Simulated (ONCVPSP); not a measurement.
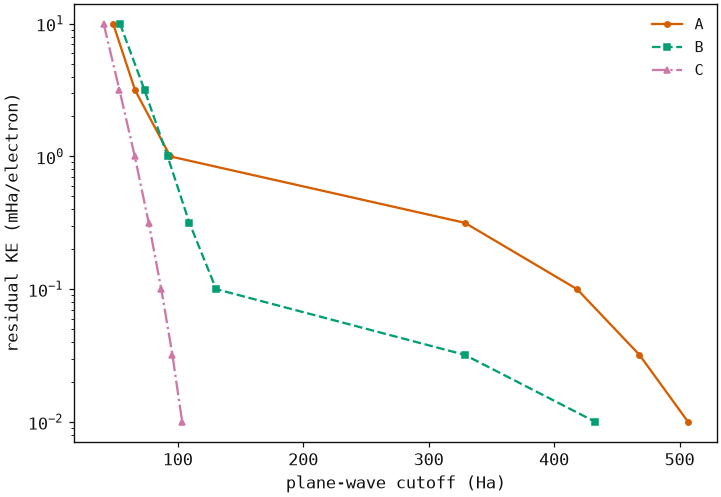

The residual kinetic energy of the 1s wave for 3 variants of one potential.

Base settings:

Input of ONCVPSP 4.0.1:

```
# ATOM AND REFERENCE CONFIGURATION
# atsym  z   nc   nv     iexc    psfile
  He 2.00    0    1        3      upf
#
#   n    l    f
    1    0    2.00
#
# PSEUDOPOTENTIAL AND OPTIMIZATION
# lmax
    1
#
#   l,   rc,      ep,       ncon, nbas, qcut
    0    0.50    0.00    4    7   15.70
    1    0.50    0.23    4    7   17.20
#
# LOCAL POTENTIAL
# lloc, lpopt,  rc(5),   dvloc0
    4    5    0.40    0.00
#
# VANDERBILT-KLEINMAN-BYLANDER PROJECTORs
# l, nproj, debl
    0    1    2.50
    1    1    1.10
#
# MODEL CORE CHARGE
# icmod, fcfact, rcfact
    0    0.00    0.00
#
# LOG DERIVATIVE ANALYSIS
# epsh1, epsh2, depsh
   -2.00    5.00    0.02
#
# OUTPUT GRID
# rlmax, drl
    6.00    0.01
#
# TEST CONFIGURATIONS
# ncnf
    2
# nvcnf
#   n    l    f
    1
    1    0    1.00
#
    1
    1    0    1.50
#
```

Command:
```bash
oncvpsp.x < He.dat > He.out
```

Functional and relativity: LDA (Perdew-Zunger), scalar-relativistic.

Q: Match the curves to these variants:
1. base
2. s: qcut 11.8; p: qcut 12.9
3. s: rc 0.74

A: A = 2, B = 1, C = 3.

Q: What did the other tests of these runs give?

A: A: loose cutoff 94 Ha; bound ghosts flagged none; largest test error +3.9 meV. B: loose cutoff 92 Ha; bound ghosts flagged none; largest test error +2.0 meV. C: loose cutoff 66 Ha; bound ghosts flagged none; largest test error +10 meV. The loose cutoff is the first of the cutoffs at which the residual kinetic energy of the hardest occupied pseudo-wave falls to 1 and 0.1 mHa per electron.
